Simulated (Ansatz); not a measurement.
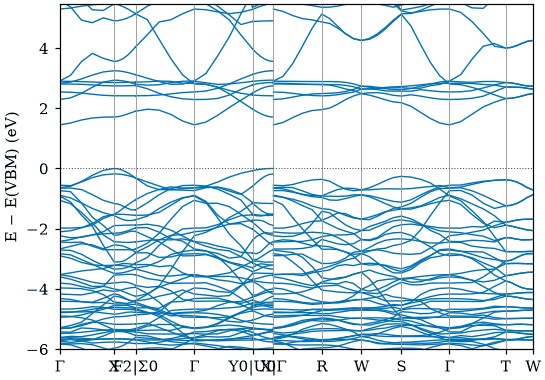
Figure: Band structure from the program Ansatz at the PBEsol level (PAW)

Read off the gap and where the band edges lie.

About 1.4 eV (1.45 eV by a search for the band edges); maximum at X, minimum at Γ.

Pick the material that matches.
A) TiZn2O4, Imma (Pearson symbol oI28)
B) In2Te3, Imm2 (In on 4d, Te on 4d, Te on 2a)
C) FeBiO3, Ima2 (Bi on 4b, Fe on 4a, O on 8c, O on 4b)

A, TiZn2O4, Imma (Pearson symbol oI28)

The first step of the workflow began from a Materials Project structure, measured or hypothetical; the Crystallography Open Database copy checked does not list it. COD files the formula under space group No. 95. Its standing as an ambient phase is unchecked. The cell was relaxed with PBEsol under the symmetry of its start; phonons show weakly imaginary modes. The run is not spin-polarised.

Potentials: the later of the program's two PAW sets.
